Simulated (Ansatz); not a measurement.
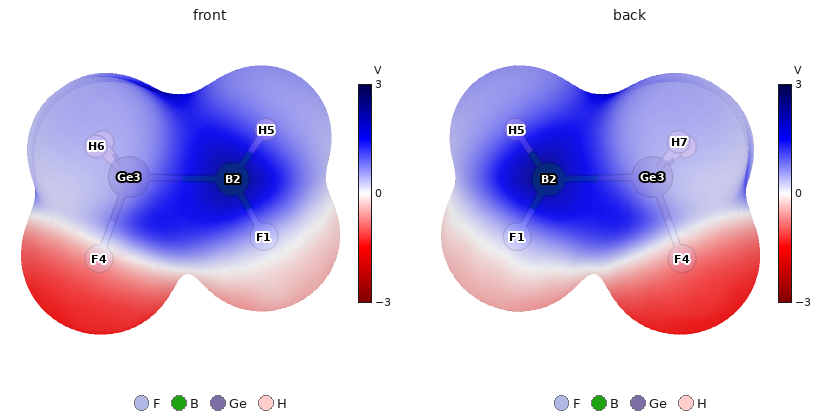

BF₂GeH₃ (SMILES F[BH][GeH2][F]). The molecular electrostatic potential painted on the density surface at 0.002 e/bohr³, seen from the front and from behind; the colour scale runs from red (negative) to blue (positive).

Geometry: PBE0-D4/def2-TZVP.

Theory: RKS PBE0-D4/def2-TZVPP in Ansatz.

The calculation's input:

```
crystal:
  periodic: [false, false, false]
  atoms:
    - {symbol: F, position_ang: [-1.098209, -1.899684, -0.130192]}
    - {symbol: B, position_ang: [-0.069100, -1.224727, 0.326660]}
    - {symbol: Ge, position_ang: [0.154675, 0.788903, -0.162969]}
    - {symbol: F, position_ang: [-1.169768, 1.273256, -1.196533]}
    - {symbol: H, position_ang: [0.715092, -1.811443, 1.022560]}
    - {symbol: H, position_ang: [0.092001, 1.723668, 1.059332]}
    - {symbol: H, position_ang: [1.436610, 1.082128, -0.964458]}
basis:
  gaussian: {orbitals: def2-TZVPP}
hamiltonian: {xc: pbe0, dispersion: d4}
output: {orbitals: {seedname: orbitals}}
```

Command:

```sh
ansatz run in.yaml --threads 2 --pin off --events-out ev --progress --plain --max-ram 4352MiB
```

### Describe the electrostatic potential map.

The most negative region (about −1.4 V) lies over F4, the most positive (about +2.2 V) over B2 and Ge3.
